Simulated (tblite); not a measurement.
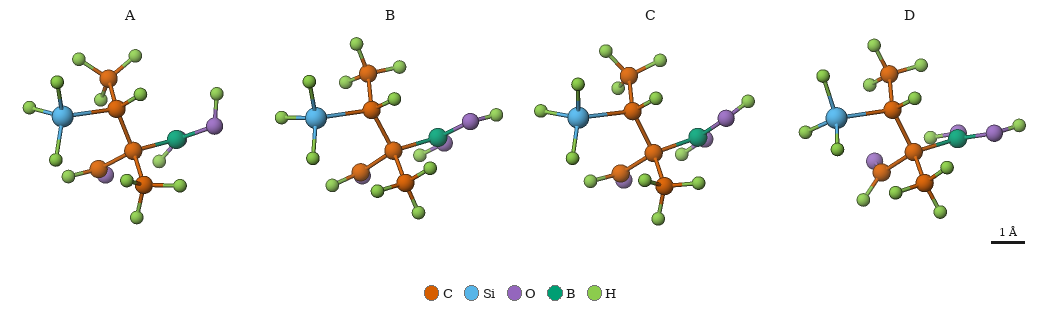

4 geometries from one relaxation of C5H13BO3Si, in shuffled order. The picture is a ball-and-stick view, seen at a tilt.

These are results of GFN2-xTB geometry optimisation, gas phase (tblite 0.8.0), not measurements. 

**Put them in the order of the run, from the start to the converged end.**

A, C, B, D. They are steps 0, 21, 72, 169, at +1.860 eV, +0.271 eV, +0.041 eV relative to the last. An H atom moves most after the best rigid fit: 1.38 Å. Largest moves by element: H 1.38 Å, O 0.54 Å, Si 0.21 Å, C 0.15 Å, B 0.06 Å. Some distances before and after: B–O 1.458 → 1.347 Å, B–C 1.584 → 1.637 Å, C–Si 1.862 → 1.913 Å, H–O 1.005 → 0.958 Å. Among the angles between lasting bonds that change: C–C–H 111.9° → 105.0°, H–C–H 114.6° → 108.2°, C–C–C 105.6° → 111.9°. Groups turn about B–O by about 85°, C–C by about 40°, C–C by about 40°. After 169 geometry steps the energy has fallen by 1.860 eV. Cost: 2.8 s on 1 thread of Arm Neoverse N1, on a shared host.
